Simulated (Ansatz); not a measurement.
# BFH5NSi: the cost of one run

Program: Ansatz 0.2.0, Gaussian basis. Level of theory: the settings change from run to run. These are calculated values, not measurements.

## 1. The geometry

The structure was relaxed beforehand with PBE0-D4 in a triple-zeta def2 set.

SMILES `N[SiH2]BF`, 9 atoms, charge 0, spin multiplicity 1.

Atoms are counted from 1 here; the program's logs count them from 0.

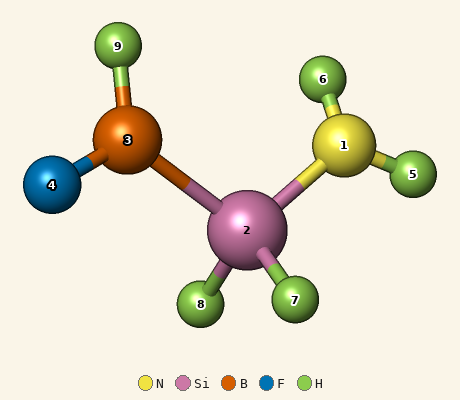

The structure; nitrogen yellow, silicon pink, boron orange, fluorine blue, hydrogen green; atoms are numbered from 1 in the order of the file.

## 2. RPBE/def2-TZVP

This run has multiplicity 3, a grid of angular degree 11, high accuracy, the search for lower states set to light.

in.yaml

```yaml
crystal:
  periodic: [false, false, false]
  atoms:
    - {symbol: N, position_ang: [-0.715583, 1.092793, -0.826124]}
    - {symbol: Si, position_ang: [0.125556, -0.385475, -0.543953]}
    - {symbol: B, position_ang: [0.654981, -0.432738, 1.419867]}
    - {symbol: F, position_ang: [1.518537, -1.339759, 1.846890]}
    - {symbol: H, position_ang: [-1.011669, 1.344543, -1.755410]}
    - {symbol: H, position_ang: [-1.376652, 1.422458, -0.141290]}
    - {symbol: H, position_ang: [1.318427, -0.422745, -1.435752]}
    - {symbol: H, position_ang: [-0.645188, -1.637528, -0.843762]}
    - {symbol: H, position_ang: [0.220092, 0.312251, 2.262434]}
basis:
  gaussian: {orbitals: def2-TZVP, final_grid: {core_spheres: 5, valence_spheres: 4, degree: 11}}
magnetization: {spin_polarized: true, initial_magnetization: 2}
hamiltonian: {xc: {name: RPBE}}
accuracy: high
scf: {lower_state_search: light}
output: {forces: true}
```

The run is started by

```sh
ansatz run in.yaml --threads 2 --pin off --events-out ev --progress --plain --max-ram 4352MiB
```

Q: Estimate wall time and peak memory on 2 threads of Arm Neoverse V1, shared host.

About 10 s, with a peak of 0.57 GiB.
